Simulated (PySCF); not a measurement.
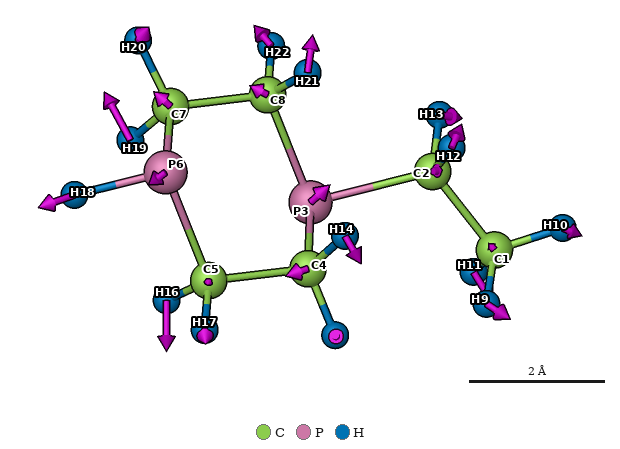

A relaxation of C$_{6}$H$_{14}$P$_{2}$. The starting structure is drawn; purple arrows show the displacements, 10 times their true length. The two geometries are superimposed by the best rigid fit.

The picture is a ball-and-stick view, seen at a tilt.

The start comes from GFN2-xTB. Its atoms were then displaced at random by about 0.01 Å.

The calculation used PBE0-D3(BJ)/def2-SVP geometry optimisation, gas phase in PySCF 2.14.0, density-fitted response routines. 

Which element moves most?

Hydrogen: up to 0.087 Å, against 0.043 Å for phosphorus.

What did the optimiser do to the structure, and how much energy did it gain?

An H atom moves most after the best rigid fit: 0.087 Å. Largest moves by element: H 0.087 Å, P 0.043 Å, C 0.039 Å. Near-neighbour distances that change, for instance: C–C 1.562 → 1.528 Å, C–H 1.070 → 1.101 Å, C–C 1.548 → 1.522 Å, H–P 1.404 → 1.429 Å. Among the angles between lasting bonds that change: C–C–H 107.7° → 111.3°, H–C–H 110.7° → 107.2°, H–C–H 110.0° → 107.2°. After 4 geometry steps the energy has fallen by 20.5 kJ/mol. The run took 66 s on 1 thread of Intel(R) Xeon(R) 6975P-C, on a shared host.
